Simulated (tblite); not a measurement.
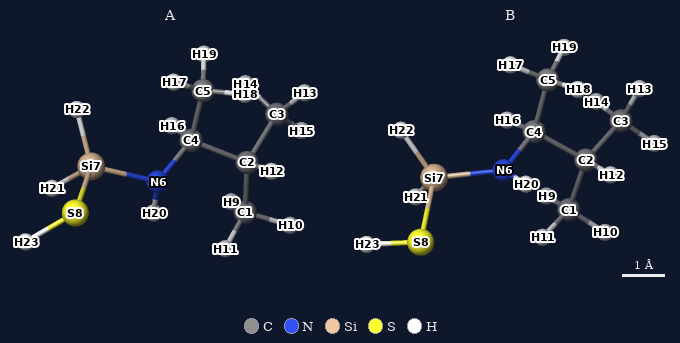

Two geometries of C$_{5}$H$_{15}$NSSi, drawn at one scale. One is the start of a relaxation, the other its converged end. A ball-and-stick model, seen at a tilt.

Level of theory: GFN2-xTB geometry optimisation, gas phase in tblite 0.8.0. 

> Which geometry has the lower energy?

Structure B is the relaxed one. The atom that moves furthest after the best rigid fit is H20 (2.17 Å). By element the largest moves are H 2.17 Å, S 0.91 Å, N 0.49 Å, C 0.40 Å, Si 0.34 Å. Near-neighbour distances that change, for instance: S8–H23 1.402 → 1.321 Å, C1–H10 1.142 → 1.087 Å, C1–C2 1.473 → 1.528 Å, C4–N6 1.396 → 1.446 Å. Bond angles that change, for instance: Si7–N6–H20 106.8° → 120.1°, Si7–S8–H23 108.4° → 95.4°, C5–C4–N6 117.8° → 110.1°. Groups turn about Si7–S8 by about 45°, C2–C3 by about 35°, C4–C5 by about 30°. Over 129 geometry steps the energy falls by 133.3 kJ/mol.
